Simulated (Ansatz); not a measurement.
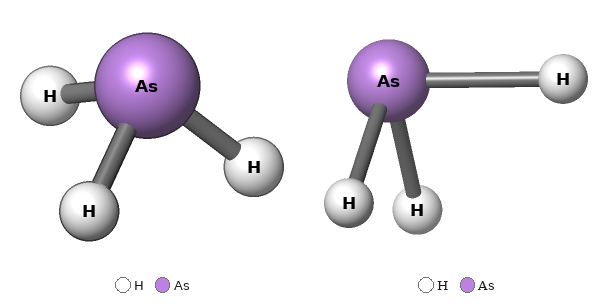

The same structure drawn twice, from different directions.

What is the molecular formula?

AsH3, 4 atoms: 1 arsenic and 3 hydrogen.

How many sets of symmetry-equivalent atoms are there?

2: 3 H, 1 As.

Give the symmetry (Schoenflies symbol).

C3v.

How many bonds of each kind are drawn?

3 As–H. Sticks follow a distance rule.

The parts below concern this one geometry. Atoms keep their numbers from picture to picture. The geometry was computed by an optimisation with PBE0-D4/def2-TZVP.

**Geometry**

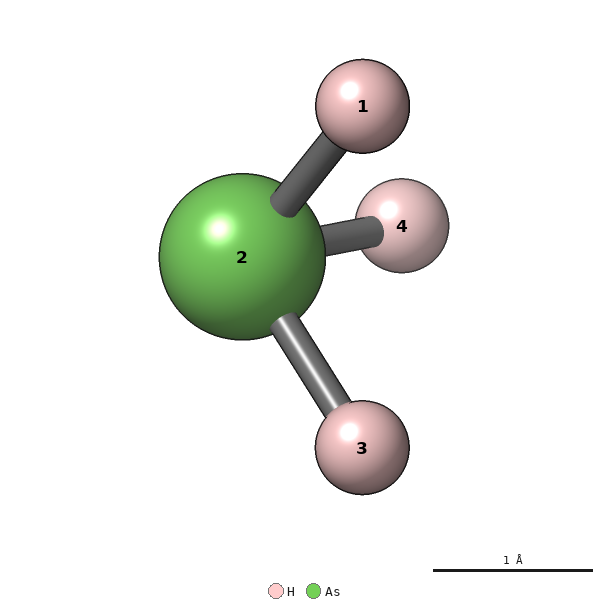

Give these bond angles: H1–As2–H3.

| angle | degrees |
| --- | --- |
| H1–As2–H3 | 92.0 |

**Dipole moment**

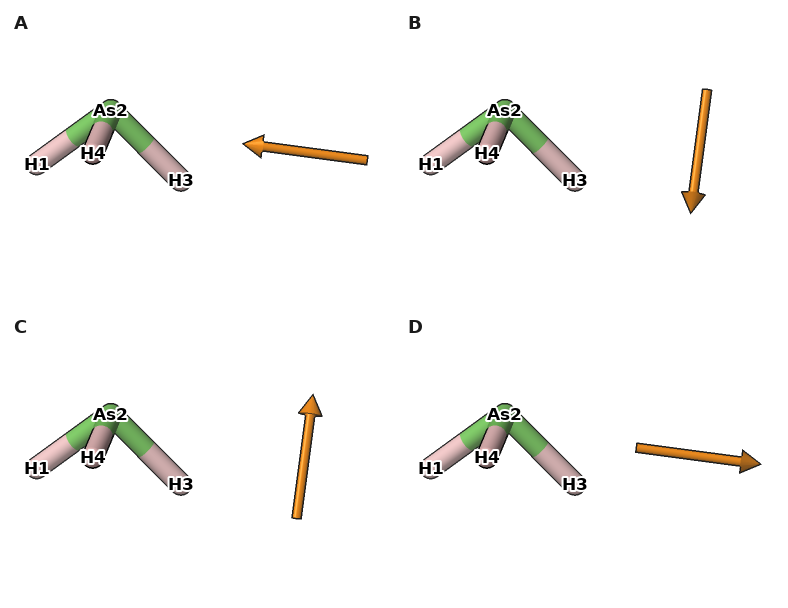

The same molecule four times, each with an arrow. Properties computed with RKS PBE0-D4/def2-TZVP (Ansatz 0.2.0).

Which arrow points along the dipole moment, from the negative to the positive end?

B. The dipole moment is 0.34 D; it points from the side of As2 to the side of H1, H3, H4 (the outermost atoms at the two ends).

**Vibrations**

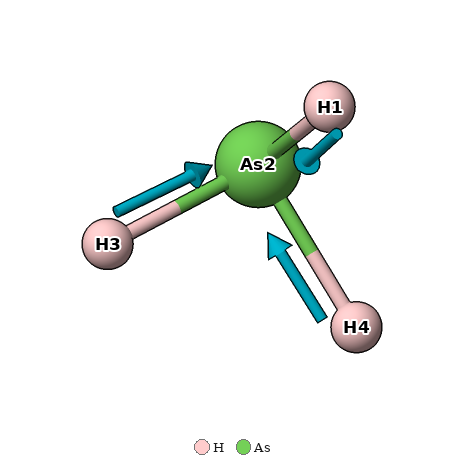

The arrows show one normal mode. Harmonic vibrations computed with RKS PBE0-D4/def2-TZVP (Ansatz 0.2.0) at a stationary point of the same level.

What kind of motion is it?

Mostly in-phase stretching of 3 As–H bonds.

At what wavenumber does it lie?

2216 cm⁻¹; it is mode 4 of 6 counted from the lowest.

**Electronic properties**

Method: RKS PBE0-D4/def2-TZVPP (Ansatz 0.2.0).

Predict the main results.

- HOMO energy (Kohn–Sham orbital): −7.81 eV
- LUMO energy (Kohn–Sham orbital): 0.68 eV
- HOMO–LUMO gap: 8.49 eV

**Thermal motion**

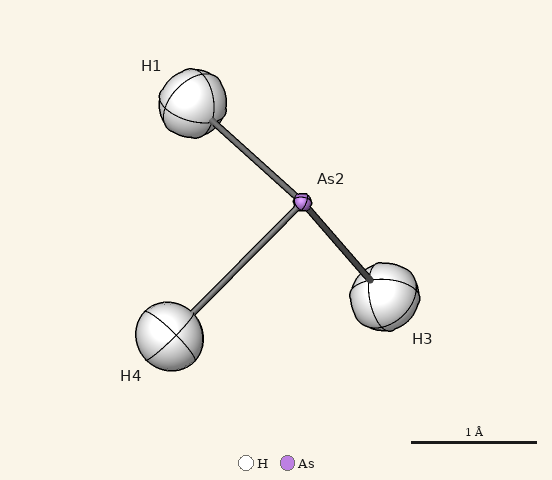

Displacement ellipsoids at the 50 % level, enlarged 2 times, from the internal vibrations of the free molecule (harmonic, no overall translation or rotation; no half-axis is drawn under 0.075 Å). Vibrations computed with RKS PBE0-D4/def2-TZVP (Ansatz 0.2.0). Temperature: 0 K (zero-point motion alone).

List U_eq and the three principal root-mean-square amplitudes for each kind of atom.

```csv
atom,U_eq (Å²),rms amplitudes (Å)
"H1, H3, H4",0.0081,"0.086, 0.091, 0.092"
As2,< 0.00001,"0.002, 0.002, 0.003"
```
